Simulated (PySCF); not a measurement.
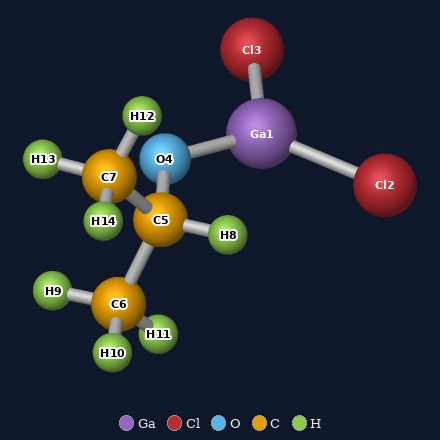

C₃H₇Cl₂GaO (GaCl2(OiPr)), SMILES CC(C)[O][Ga]([Cl])[Cl], singlet. Vertical core-electron binding energies by ΔSCF (SCAN, pcX-2 on the ionised atom (unc-x2c-TZVPall on a metal), pcseg-1 elsewhere, spin-free X2C; PySCF, at a PBE0-D3(BJ)/def2-SVP geometry (no frequency check)), gas phase, against the vacuum level. One atom of each kind was ionised; within a panel, areas follow the number of like atoms and 2j + 1 (2p levels are split by first-order spin-orbit coupling, an approximation), Gaussians of 0.4 eV full width. Only the regions named are shown.

### Predict the Cl 2p photoelectron lines.

| level | atoms | binding energy (eV) |
| --- | --- | --- |
| Cl 2p1/2 | Cl2, Cl3 | 207.6 |
| Cl 2p3/2 | Cl2, Cl3 | 206.0 |

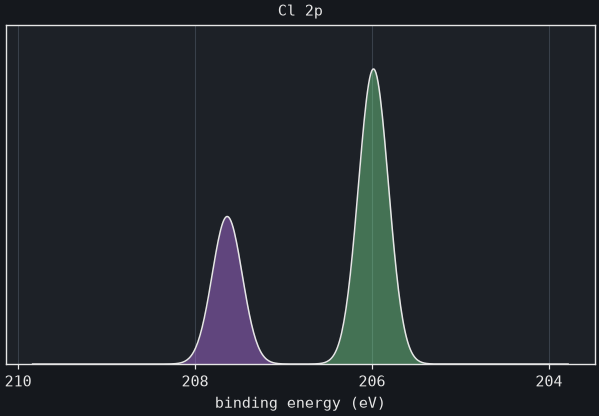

Caveats: one conformer of a flexible molecule.
